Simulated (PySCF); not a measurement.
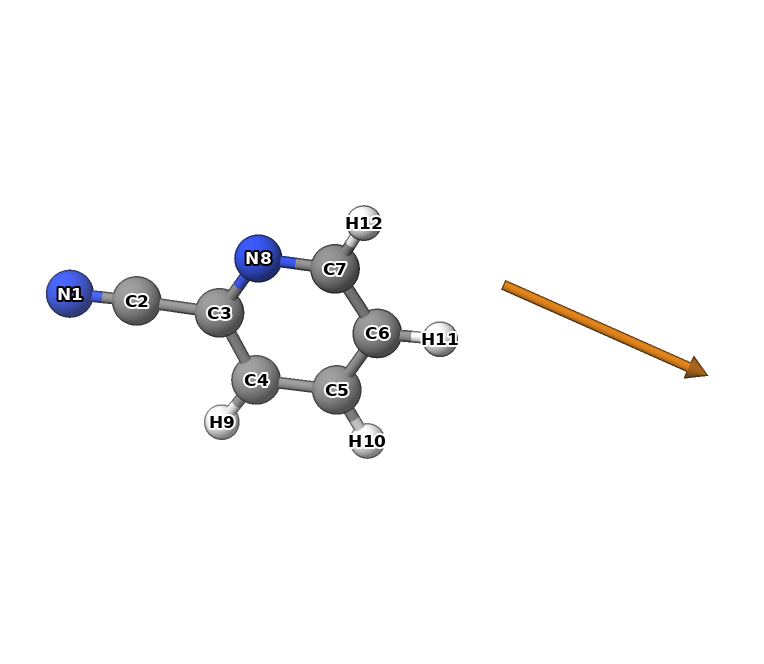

The arrow beside the molecule shows the direction of the dipole moment, from the negative to the positive end (its length means nothing). Computed geometry: GFN2-xTB optimisation. No frequency run is at hand to confirm it as a minimum. Properties computed with ωB97X-D/def2-SVPD, gas phase (PySCF 2.14.0).

Question: How large is the dipole moment?

Answer: 5.87 D; it points from the side of N1 to the side of H11 (the outermost atoms at the two ends).
